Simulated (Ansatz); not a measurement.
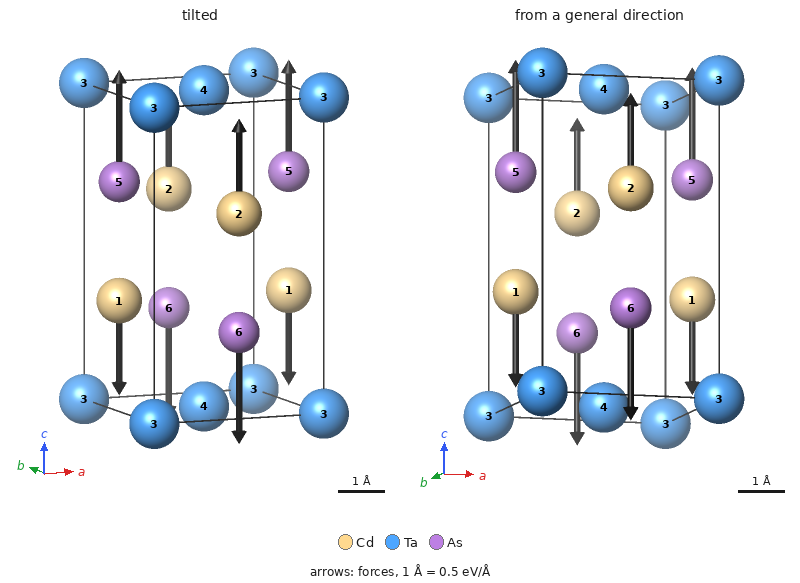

Spheres-only model, viewed slightly off an axis and from a general direction. One simulation cell is framed, with atoms on its boundary repeated. The arrows are the computed forces on the atoms.

System: TaCdAs. The numbers come from DFT, PAW plane waves, PBE in Ansatz 0.2.0, using cutoff 420 eV, a 6×6×4 sampling of the Brillouin zone, Methfessel-Paxton smearing of 0.037 eV, no spin polarisation.

Judging by the arrows, is the geometry relaxed?

Answer. No. The atoms still feel forces of up to about 1 eV/Å, far above a usual threshold of 0.01 to 0.03 eV/Å.

Which atom is furthest from force balance?

Answer. As5 and As6, about 1 eV/Å.

The picture shows a generated cell, made by putting these elements into a known structure type (the compound may or may not exist in this form); the geometry isn't optimised. Ansatz was used for an electronic-structure calculation on it.
